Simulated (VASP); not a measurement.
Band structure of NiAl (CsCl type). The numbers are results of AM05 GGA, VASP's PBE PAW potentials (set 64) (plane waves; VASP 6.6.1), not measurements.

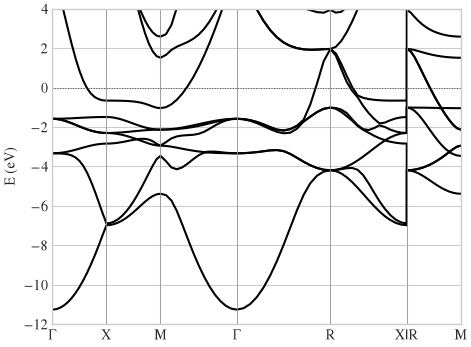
Bands along high-symmetry lines, zero at the valence-band maximum or, without a gap, the Fermi level

### Question
Read the plot: is there a gap, and where are the band edges?

### Answer
It has no gap at this level: it comes out as a metal or semimetal. (Edges off the drawn lines would not show.)

The compound is NiAl in the CsCl type structure. It was relaxed first. The run is not spin-polarised, so no magnetic state was tried. The electron count is odd and the run is not spin-polarised, which forces a metal.
